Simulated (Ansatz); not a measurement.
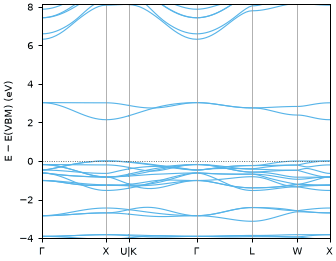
Figure: Band structure from r²SCAN (plane waves, PAW; program Ansatz)

Q: Read off the gap and where the band edges lie.

A: About 2.1 eV (2.14 eV by a search for the band edges); maximum at X, minimum at X.

Q: Which compound is it?
A. Li2H6Pt, Fm-3m (Li on 8c, H on 24e, Pt on 4a)
B. Rb2PtCl6, Fm-3m (Rb on 8c, Pt on 4a, Cl on 24e)
C. BeS, rock salt
D. AgCl, rock salt

A: B, Rb2PtCl6, Fm-3m (Rb on 8c, Pt on 4a, Cl on 24e)

The first step of the workflow began from a Materials Project structure, measured or hypothetical; the Crystallography Open Database files this formula in space group No. 225, but the cells were not matched. Whether it is the stable phase at ambient conditions was not checked. The cell was relaxed with r²SCAN under the symmetry of its start; whether a distortion lowers the energy is not shown. No spin polarisation was allowed. Scalar-relativistic: spin–orbit coupling is off unless named, which matters more the heavier the elements.

Potentials: the later of the program's two PAW sets.
